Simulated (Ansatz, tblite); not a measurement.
# Ga9As9 zinc blende off disc (Ga₉As₉H₂₈): rung by rung

How do method and basis change the picture of Ga9As9 zinc blende off disc (Ga₉As₉H₂₈) (singlet)?

Program: Ansatz 0.2.0, Gaussian basis. Level of theory: as each input shows. These are calculated values, not measurements.

Plan: GFN1-xTB, GFN2-xTB, PBE-D4/def2-TZVP, r2SCAN-D4/def2-TZVP, BLYP-D4/def2-TZVP, PBE-D4/def2-SVP, PBE0-D4/def2-SVP, HF/6-31G, B3LYP-D4/6-31G, MP2/def2-TZVP.

1 further run of the same task is left out (set aside as unsound or not needed). Runs told in other sessions of the task aren't counted.

### Step 1. The geometry

The singlet was relaxed beforehand with PBE-D4/def2-SVP.

46 atoms, charge 0, spin multiplicity 1.

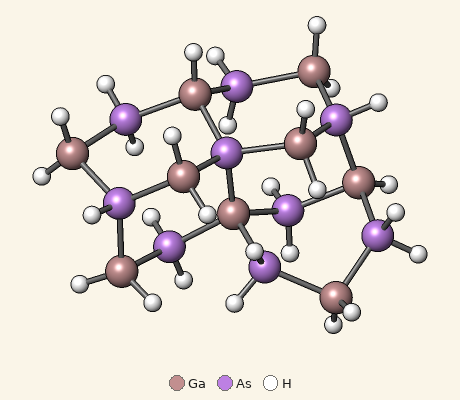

The structure; gallium pink, arsenic purple, hydrogen white.

PBE0-D4/def2-TZVP was run before; its log isn't repeated, and its numbers join the tables.

### Step 2. GFN1-xTB

Tight binding, by tblite at 300 K electronic temperature and without a spin-polarisation term:

```python
tblite.interface.Calculator('GFN1-xTB', numbers, positions, charge=0, uhf=0).singlepoint()
```

Energy -1323.2878 eV, HOMO -10.54 eV, LUMO -6.94 eV; 0.34 s.

### Step 3. GFN2-xTB

Tight binding, by tblite at 300 K electronic temperature and without a spin-polarisation term:

```python
tblite.interface.Calculator('GFN2-xTB', numbers, positions, charge=0, uhf=0).singlepoint()
```

Energy -1259.6014 eV, HOMO -10.58 eV, LUMO -6.98 eV; 0.43 s.

### Step 4. PBE-D4/def2-TZVP

start.molden holds the orbitals of an earlier run on this state, given as this run's starting guess.

Input file in.yaml:

```yaml
crystal:
  periodic: [false, false, false]
  atoms:
    - {symbol: Ga, position_ang: [-4.226971, 2.047642, -0.443232]}
    - {symbol: Ga, position_ang: [-2.043462, -4.231574, 1.668820]}
    - {symbol: Ga, position_ang: [1.988473, -3.719699, -0.302832]}
    - {symbol: Ga, position_ang: [-0.837352, -0.440770, -0.364632]}
    - {symbol: Ga, position_ang: [-1.055613, 2.269262, 2.441454]}
    - {symbol: Ga, position_ang: [1.731639, -0.771509, 2.350472]}
    - {symbol: Ga, position_ang: [2.004660, 2.451474, -0.298444]}
    - {symbol: Ga, position_ang: [-1.539535, 5.158335, -0.716931]}
    - {symbol: Ga, position_ang: [4.667216, -0.982663, -1.182770]}
    - {symbol: As, position_ang: [-2.195910, -1.753710, 1.271925]}
    - {symbol: As, position_ang: [-2.533295, 0.653858, -1.783051]}
    - {symbol: As, position_ang: [-2.517405, 3.392487, 0.740248]}
    - {symbol: As, position_ang: [0.312681, -2.308714, -1.563937]}
    - {symbol: As, position_ang: [0.434946, -4.630692, 1.449276]}
    - {symbol: As, position_ang: [3.272505, -1.902654, 0.690338]}
    - {symbol: As, position_ang: [0.442635, 3.836578, -1.647626]}
    - {symbol: As, position_ang: [3.165849, 0.930868, -1.897162]}
    - {symbol: As, position_ang: [0.563544, 0.964675, 0.999776]}
    - {symbol: H, position_ang: [-5.059717, 2.857520, -1.510071]}
    - {symbol: H, position_ang: [-4.822387, 0.884129, 0.453708]}
    - {symbol: H, position_ang: [-2.627109, -4.861893, 0.343398]}
    - {symbol: H, position_ang: [-2.490944, -4.552690, 3.139989]}
    - {symbol: H, position_ang: [2.563780, -4.864010, -1.219065]}
    - {symbol: H, position_ang: [-1.923797, 1.187502, 3.215193]}
    - {symbol: H, position_ang: [-0.185540, 3.368032, 3.170492]}
    - {symbol: H, position_ang: [0.611227, -1.884810, 2.611773]}
    - {symbol: H, position_ang: [2.594711, -0.151159, 3.512906]}
    - {symbol: H, position_ang: [3.040024, 3.306986, 0.520940]}
    - {symbol: H, position_ang: [-2.445780, 5.444077, -1.979574]}
    - {symbol: H, position_ang: [-0.814676, 6.264723, 0.145145]}
    - {symbol: H, position_ang: [4.663412, -2.023574, -2.372614]}
    - {symbol: H, position_ang: [5.942494, -0.264059, -0.597644]}
    - {symbol: H, position_ang: [-3.649375, -1.465609, 0.902309]}
    - {symbol: H, position_ang: [-2.136537, -0.915437, 2.541724]}
    - {symbol: H, position_ang: [-3.121764, -0.461917, -2.644908]}
    - {symbol: H, position_ang: [-1.760564, 1.363539, -2.890734]}
    - {symbol: H, position_ang: [-3.436880, 4.248745, 1.615103]}
    - {symbol: H, position_ang: [-0.762542, -3.152009, -2.244477]}
    - {symbol: H, position_ang: [0.965397, -1.756947, -2.826271]}
    - {symbol: H, position_ang: [0.553840, -6.146771, 1.300902]}
    - {symbol: H, position_ang: [1.139964, -4.507396, 2.790116]}
    - {symbol: H, position_ang: [4.281865, -2.712341, 1.506344]}
    - {symbol: H, position_ang: [-0.009386, 2.900626, -2.767744]}
    - {symbol: H, position_ang: [1.311076, 4.733731, -2.528095]}
    - {symbol: H, position_ang: [2.069907, 0.419694, -2.830643]}
    - {symbol: H, position_ang: [3.904196, 1.762325, -2.944593]}
basis:
  gaussian: {orbitals: def2-TZVP, fitting: {mean_field: def2-universal-jkfit}, initial_orbitals: start.molden}
hamiltonian: {xc: pbe, dispersion: d4}
scf: {omitted_lower_state_checks: [starts]}
output: {orbitals: {seedname: orbitals}}
```

Run with:

```sh
ansatz run in.yaml --threads 11 --pin off --events-out ev --progress --plain --max-ram 174080MiB --backend cuda --devices 0, --max-vram 75GiB
```

The program printed:

```text
Functional definition: PBE
  name "PBE"
  cite "Perdew, Burke & Ernzerhof, Phys. Rev. Lett. 77, 3865 (1996) doi:10.1103/PhysRevLett.77.3865"
  parent pbe
  parameter kappa = 0.804
  parameter beta = 0.06672455060314922
  exchange = pbe_x(kappa = kappa, mu = beta*pi^2/3)
  correlation = pbe_c(beta = beta)
these checks for a lower state are left out or cut short: starts
5292 factors; integrals over basis functions are off by at most 6.3e-1 eV
mean field evaluation 1: about -1019284.2004 eV, gradient 3.3e1 eV
mean field evaluation 2: about -1019285.1749 eV, gradient 1.2e0 eV
mean field evaluation 4: about -1019285.1758 eV, gradient 1.0e-1 eV
mean field evaluation 8: about -1019285.1759 eV, gradient 1.5e-5 eV
mean field -1019285.17587204 eV, -37458.0393169909 hartree, gradient 1.5e-5 eV, S^2 0.000000; 0 other end points of the search recorded, 0 dependent functions left out
reference -1019285.17598747 eV, -37458.0393212328 hartree; 302, 302 occupied and 730, 730 virtual orbitals, 5292 factors
Total energy: -1019288.66826307 eV, -37458.1676599939 hartree
Checks for a lower state left out: starts
```

Run time: 8 s. Hardware: 1 × H100 with 11 threads of AMD EPYC 7R13, shared host.

Report: HOMO -5.92 eV, LUMO -2.32 eV.

### Step 5. r2SCAN-D4/def2-TZVP

in.yaml, as its differences from that of step 4:

```diff
@@ -51,4 +51,4 @@
   gaussian: {orbitals: def2-TZVP, fitting: {mean_field: def2-universal-jkfit}, initial_orbitals: start.molden}
-hamiltonian: {xc: pbe, dispersion: d4}
+hamiltonian: {xc: r2scan, dispersion: d4}
 scf: {omitted_lower_state_checks: [starts]}
-output: {orbitals: {seedname: orbitals}}
+output: {forces: true, orbitals: {seedname: orbitals}}
```

Same command.

The program printed (excerpt; [...] marks lines left out):

```text
Functional definition: r2SCAN
  name "r2SCAN"
  cite "Furness, Kaplan, Ning, Perdew & Sun, J. Phys. Chem. Lett. 11, 8208 (2020) doi:10.1021/acs.jpclett.0c02405"
  cite "Furness, Kaplan, Ning, Perdew & Sun, J. Phys. Chem. Lett. 11, 9248 (2020) doi:10.1021/acs.jpclett.0c03077"
  parent r2scan
[...]
5292 factors; integrals over basis functions are off by at most 6.3e-1 eV
[...]
mean field -1019436.82461234 eV, -37463.6123054055 hartree, gradient 2.6e-5 eV, S^2 0.000000; 0 other end points of the search recorded, 0 dependent functions left out
[...]
reference -1019436.82464657 eV, -37463.6123066636 hartree; 302, 302 occupied and 730, 730 virtual orbitals, 5292 factors
Total energy: -1019437.79526616 eV, -37463.6479762755 hartree
Atom 0 at    -4.226971     2.047642    -0.443232 Å, force    -0.022597    -0.009685    -0.018343 eV/Å
[...]
Atom 37 at    -0.762542    -3.152009    -2.244477 Å, force     0.219441     0.177806     0.141535 eV/Å
Atom 38 at     0.965397    -1.756947    -2.826271 Å, force    -0.145316    -0.128572     0.257002 eV/Å
Atom 39 at     0.553840    -6.146771     1.300902 Å, force    -0.025246     0.303301     0.030104 eV/Å
Atom 40 at     1.139964    -4.507396     2.790116 Å, force    -0.142596    -0.026393    -0.278603 eV/Å
Atom 41 at     4.281865    -2.712341     1.506344 Å, force    -0.199459     0.166091    -0.160385 eV/Å
Atom 42 at    -0.009386     2.900626    -2.767744 Å, force     0.109577     0.201187     0.231222 eV/Å
Atom 43 at     1.311076     4.733731    -2.528095 Å, force    -0.181483    -0.182884     0.179790 eV/Å
Atom 44 at     2.069907     0.419694    -2.830643 Å, force     0.226535     0.120425     0.191551 eV/Å
Atom 45 at     3.904196     1.762325    -2.944593 Å, force    -0.154168    -0.173787     0.218050 eV/Å
Dipole moment:     0.093944    -1.052828    -0.945044 e Å
Checks for a lower state left out: starts
```

Wall time 8.5 s (1 × H100 with 11 threads of AMD EPYC 7R13, shared host).

Report: HOMO -6.16 eV, LUMO -2.15 eV.

### Step 6. BLYP-D4/def2-TZVP

in.yaml, as its differences from that of step 5:

```diff
@@ -51,3 +51,3 @@
   gaussian: {orbitals: def2-TZVP, fitting: {mean_field: def2-universal-jkfit}, initial_orbitals: start.molden}
-hamiltonian: {xc: r2scan, dispersion: d4}
+hamiltonian: {xc: {name: BLYP}, dispersion: d4}
 scf: {omitted_lower_state_checks: [starts]}
```

Launched as before.

The program printed (excerpt; [...] marks lines left out):

```text
Functional definition: BLYP
  name "BLYP"
  cite "Becke, Phys. Rev. A 38, 3098 (1988) doi:10.1103/PhysRevA.38.3098"
  cite "Lee, Yang & Parr, Phys. Rev. B 37, 785 (1988) doi:10.1103/PhysRevB.37.785"
[...]
5292 factors; integrals over basis functions are off by at most 6.3e-1 eV
[...]
mean field -1019464.80206480 eV, -37464.6404578198 hartree, gradient 1.8e-5 eV, S^2 0.000000; 0 other end points of the search recorded, 0 dependent functions left out
[...]
reference -1019464.80302700 eV, -37464.6404931800 hartree; 302, 302 occupied and 730, 730 virtual orbitals, 5292 factors
Total energy: -1019471.67347783 eV, -37464.8929775909 hartree
Atom 0 at    -4.226971     2.047642    -0.443232 Å, force    -0.195512     0.003976     0.024498 eV/Å
Atom 1 at    -2.043462    -4.231574     1.668820 Å, force    -0.135769    -0.113311     0.045458 eV/Å
[...]
Atom 37 at    -0.762542    -3.152009    -2.244477 Å, force     0.038863     0.036224     0.016344 eV/Å
Atom 38 at     0.965397    -1.756947    -2.826271 Å, force    -0.039182    -0.020738     0.050474 eV/Å
Atom 39 at     0.553840    -6.146771     1.300902 Å, force     0.001548     0.037905     0.014274 eV/Å
Atom 40 at     1.139964    -4.507396     2.790116 Å, force    -0.019560    -0.013333    -0.052102 eV/Å
Atom 41 at     4.281865    -2.712341     1.506344 Å, force    -0.030896     0.022173    -0.023973 eV/Å
Atom 42 at    -0.009386     2.900626    -2.767744 Å, force     0.024989     0.029563     0.046607 eV/Å
Atom 43 at     1.311076     4.733731    -2.528095 Å, force    -0.026614    -0.031226     0.015212 eV/Å
Atom 44 at     2.069907     0.419694    -2.830643 Å, force     0.042247     0.025969     0.041182 eV/Å
Atom 45 at     3.904196     1.762325    -2.944593 Å, force    -0.031776    -0.027298     0.024660 eV/Å
Dipole moment:     0.095766    -0.994110    -0.863660 e Å
Checks for a lower state left out: starts
```

Wall time 8 s (1 × H100 with 11 threads of AMD EPYC 7R13, shared host).

From the report: HOMO -5.76 eV, LUMO -2.22 eV.

### Step 7. PBE-D4/def2-SVP

in.yaml, as its differences from that of step 6:

```diff
@@ -50,5 +50,5 @@
 basis:
-  gaussian: {orbitals: def2-TZVP, fitting: {mean_field: def2-universal-jkfit}, initial_orbitals: start.molden}
-hamiltonian: {xc: {name: BLYP}, dispersion: d4}
+  gaussian: {orbitals: def2-SVP, fitting: {mean_field: def2-universal-jkfit}, initial_orbitals: start.molden}
+hamiltonian: {xc: pbe, dispersion: d4}
 scf: {omitted_lower_state_checks: [starts]}
-output: {forces: true, orbitals: {seedname: orbitals}}
+output: {orbitals: {seedname: orbitals}}
```

Same command.

The program printed:

```text
Functional definition: PBE
  name "PBE"
  cite "Perdew, Burke & Ernzerhof, Phys. Rev. Lett. 77, 3865 (1996) doi:10.1103/PhysRevLett.77.3865"
  parent pbe
  parameter kappa = 0.804
  parameter beta = 0.06672455060314922
  exchange = pbe_x(kappa = kappa, mu = beta*pi^2/3)
  correlation = pbe_c(beta = beta)
these checks for a lower state are left out or cut short: starts
5292 factors; integrals over basis functions are off by at most 3.6e-1 eV
mean field evaluation 1: about -1019155.6558 eV, gradient 2.6e1 eV
mean field evaluation 2: about -1019156.6398 eV, gradient 9.8e-1 eV
mean field evaluation 4: about -1019156.6383 eV, gradient 6.8e-2 eV
mean field -1019156.63830667 eV, -37453.3156485894 hartree, gradient 5.8e-5 eV, S^2 0.000000; 0 other end points of the search recorded, 0 dependent functions left out
reference -1019156.63840985 eV, -37453.3156523812 hartree; 302, 302 occupied and 414, 414 virtual orbitals, 5292 factors
Total energy: -1019160.13068545 eV, -37453.4439911423 hartree
Checks for a lower state left out: starts
```

Wall time 6 s (1 × H100 with 11 threads of AMD EPYC 7R13, shared host).

From the report: HOMO -5.88 eV, LUMO -2.24 eV.

### Step 8. PBE0-D4/def2-SVP

in.yaml, as its differences from that of step 7:

```diff
@@ -51,3 +51,3 @@
   gaussian: {orbitals: def2-SVP, fitting: {mean_field: def2-universal-jkfit}, initial_orbitals: start.molden}
-hamiltonian: {xc: pbe, dispersion: d4}
+hamiltonian: {xc: pbe0, dispersion: d4}
 scf: {omitted_lower_state_checks: [starts]}
```

The command is unchanged.

The program printed:

```text
Functional definition: PBE0
  name "PBE0"
  cite "Adamo & Barone, J. Chem. Phys. 110, 6158 (1999) doi:10.1063/1.478522"
  cite "Perdew, Burke & Ernzerhof, Phys. Rev. Lett. 77, 3865 (1996) doi:10.1103/PhysRevLett.77.3865"
  parent pbe
  parameter a = 0.25
  parameter kappa = 0.804
  parameter beta = 0.06672455060314922
  exchange = (1 - a)*pbe_x(kappa = kappa, mu = beta*pi^2/3) + a*exact_x
  correlation = pbe_c(beta = beta)
these checks for a lower state are left out or cut short: starts
5292 factors; integrals over basis functions are off by at most 3.6e-1 eV
mean field evaluation 1: about -1019183.9629 eV, gradient 1.1e1 eV
mean field evaluation 2: about -1019184.0850 eV, gradient 1.3e-1 eV
mean field evaluation 4: about -1019184.0790 eV, gradient 8.4e-5 eV
mean field -1019184.07902891 eV, -37454.3240765315 hartree, gradient 1.3e-5 eV, S^2 0.000000; 0 other end points of the search recorded, 0 dependent functions left out
reference -1019184.07910572 eV, -37454.3240793544 hartree; 302, 302 occupied and 414, 414 virtual orbitals, 5292 factors
Total energy: -1019187.26886004 eV, -37454.4413006634 hartree
Checks for a lower state left out: starts
```

Wall time 7 s (1 × H100 with 11 threads of AMD EPYC 7R13, shared host).

From the report: HOMO -6.85 eV, LUMO -1.54 eV.

### Step 9. HF/6-31G

in.yaml, as its differences from that of step 8:

```diff
@@ -50,4 +50,4 @@
 basis:
-  gaussian: {orbitals: def2-SVP, fitting: {mean_field: def2-universal-jkfit}, initial_orbitals: start.molden}
-hamiltonian: {xc: pbe0, dispersion: d4}
+  gaussian: {orbitals: 6-31G, fitting: {mean_field: def2-universal-jkfit}}
+hamiltonian: {xc: hf}
 scf: {omitted_lower_state_checks: [starts]}
```

Launched as before.

The program printed:

```text
Functional definition: HF
  name "HF"
  cite "Fock, Z. Phys. 61, 126 (1930) doi:10.1007/BF01340294"
  parent pbe
  exchange = exact_x
  correlation = 0
these checks for a lower state are left out or cut short: starts
5292 factors; integrals over basis functions are off by at most 8.0e-2 eV
mean field evaluation 1: about -1018444.9149 eV, gradient 3.6e1 eV
mean field evaluation 2: about -1018450.7828 eV, gradient 1.4e1 eV
mean field evaluation 4: about -1018451.4532 eV, gradient 1.0e0 eV
mean field -1018451.46829598 eV, -37427.4011286777 hartree, gradient 2.6e-5 eV, S^2 0.000000; 0 other end points of the search recorded, 0 dependent functions left out
reference -1018451.46829598 eV, -37427.4011286777 hartree; 302, 302 occupied and 276, 276 virtual orbitals, 5292 factors
Total energy: -1018451.46829598 eV, -37427.4011286777 hartree
Checks for a lower state left out: starts
```

Wall time 7 s (1 × H100 with 11 threads of AMD EPYC 7R13, shared host).

Report: HOMO -8.96 eV, LUMO 1.25 eV.

### Step 10. B3LYP-D4/6-31G

in.yaml, as its differences from that of step 9:

```diff
@@ -51,3 +51,3 @@
   gaussian: {orbitals: 6-31G, fitting: {mean_field: def2-universal-jkfit}}
-hamiltonian: {xc: hf}
+hamiltonian: {xc: {name: B3LYP}, dispersion: d4}
 scf: {omitted_lower_state_checks: [starts]}
```

The command is unchanged.

The program printed (excerpt; [...] marks lines left out):

```text
Functional definition: B3LYP
  name "B3LYP"
  cite "Stephens, Devlin, Chabalowski & Frisch, J. Phys. Chem. 98, 11623 (1994) doi:10.1021/j100096a001"
  cite "Becke, Phys. Rev. A 38, 3098 (1988) doi:10.1103/PhysRevA.38.3098"
  cite "Lee, Yang & Parr, Phys. Rev. B 37, 785 (1988) doi:10.1103/PhysRevB.37.785"
  cite "Vosko, Wilk & Nusair, Can. J. Phys. 58, 1200 (1980) doi:10.1139/p80-159"
[...]
5292 factors; integrals over basis functions are off by at most 8.0e-2 eV
[...]
mean field -1019288.44445335 eV, -37458.1594351384 hartree, gradient 7.8e-5 eV, S^2 0.000000; 0 other end points of the search recorded, 0 dependent functions left out
reference -1019288.44519828 eV, -37458.1594625141 hartree; 302, 302 occupied and 276, 276 virtual orbitals, 5292 factors
Total energy: -1019294.12848480 eV, -37458.3683194415 hartree
Checks for a lower state left out: starts
```

It took 6 s on 1 × H100 with 11 threads of AMD EPYC 7R13, shared host.

HOMO -6.62 eV, LUMO -1.70 eV.

### Step 11. MP2/def2-TZVP

in.yaml, as its differences from that of step 10:

```diff
@@ -50,4 +50,4 @@
 basis:
-  gaussian: {orbitals: 6-31G, fitting: {mean_field: def2-universal-jkfit}}
-hamiltonian: {xc: {name: B3LYP}, dispersion: d4}
+  gaussian: {orbitals: def2-TZVP, initial_orbitals: start.molden}
+correlation: {method: mp2}
 scf: {omitted_lower_state_checks: [starts]}
```

Launched as before.

The program printed (excerpt; [...] marks lines left out):

```text
Functional definition: HF
  name "HF"
  cite "Fock, Z. Phys. 61, 126 (1930) doi:10.1007/BF01340294"
  parent pbe
[...]
7285 factors; integrals over basis functions are off by at most 1.1e-3 eV
[...]
mean field -1018621.17164293 eV, -37433.6376116491 hartree, gradient 2.0e-6 eV, S^2 0.000000; 0 other end points of the search recorded, 0 dependent functions left out
162 core orbitals not correlated: weight in the atoms' cores, before any rotation towards them, 1.000 or more for the frozen orbitals, at most 0.000 for the correlated occupied ones
reference -1018621.17164293 eV, -37433.6376116491 hartree; 140, 140 occupied and 730, 730 virtual orbitals, 7285 factors
second order -125.34990427 eV of doubles, -0.00000000 eV of singles
Total energy: -1018746.52154720 eV, -37438.2441356659 hartree
Checks for a lower state left out: starts
```

Wall time 17 s (1 × H100 with 11 threads of AMD EPYC 7R13, shared host); peak host memory 2 GiB.

Hartree-Fock HOMO -8.96 eV, LUMO 1.38 eV.

### Step 12. Comparison

```
              level  functions  HOMO (eV)  LUMO (eV)  gap (eV)   time
           HF/6-31G        578      -8.96       1.25     10.21    7 s
    PBE-D4/def2-SVP        716      -5.88      -2.24      3.64    6 s
   PBE-D4/def2-TZVP       1032      -5.92      -2.32      3.60    8 s
  BLYP-D4/def2-TZVP       1032      -5.76      -2.22      3.54    8 s
r2SCAN-D4/def2-TZVP       1032      -6.16      -2.15      4.01  8.5 s
     B3LYP-D4/6-31G        578      -6.62      -1.70      4.91    6 s
   PBE0-D4/def2-SVP        716      -6.85      -1.54      5.31    7 s
  PBE0-D4/def2-TZVP       1032      -6.86      -1.60      5.26   11 s
```

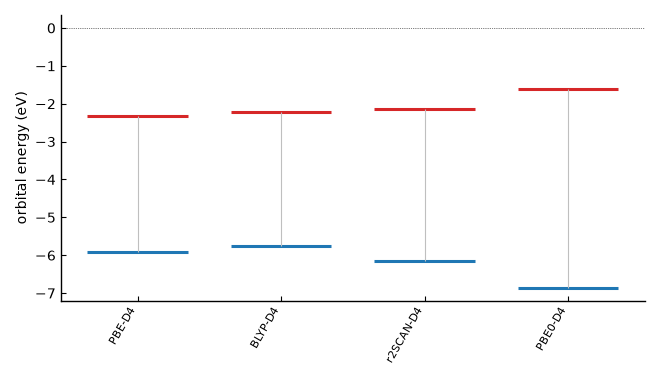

Highest filled (blue) and lowest empty (red) level in def2-TZVP.

The pieces so far (eV):

```
    basis             HF  MP2 correlation                total
def2-TZVP  -1018621.1716        -125.3499  -1018746.5215 (MP2)
```

### Step 13. Binding energy

Free atoms were run apart at each level; binding is atoms less cluster, divided by the number of atoms, without zero-point or spin-orbit terms.

```
              level  binding an atom (eV)
           HF/6-31G                 1.570
       HF/def2-TZVP                 1.706
    PBE-D4/def2-SVP                 2.554
   PBE-D4/def2-TZVP                 2.550
  BLYP-D4/def2-TZVP                 2.525
r2SCAN-D4/def2-TZVP                 2.572
     B3LYP-D4/6-31G                 2.525
   PBE0-D4/def2-SVP                 2.547
  PBE0-D4/def2-TZVP                 2.542
      MP2/def2-TZVP                 2.446
```

### Step 14. Results

| quantity | value |
| --- | --- |
| gap in def2-TZVP, named functionals, smallest and largest | 3.54 eV (BLYP-D4), 5.26 eV (PBE0-D4) |
| correlation energy, MP2/def2-TZVP | -125.35 eV |
| binding an atom, functionals in def2-TZVP | 2.53 (BLYP-D4) to 2.57 eV (r2SCAN-D4) |
| PBE0 total energy, smallest basis above largest | 128.04 eV (def2-SVP, def2-TZVP) |

What this shows: Orbital gaps of the named functionals in def2-TZVP span 3.54 eV (BLYP-D4) to 5.26 eV (PBE0-D4); exact exchange widens it.

The slowest run with a step of its own, MP2/def2-TZVP, took 17 s; the quickest functional in def2-TZVP took 8 s (shared host).
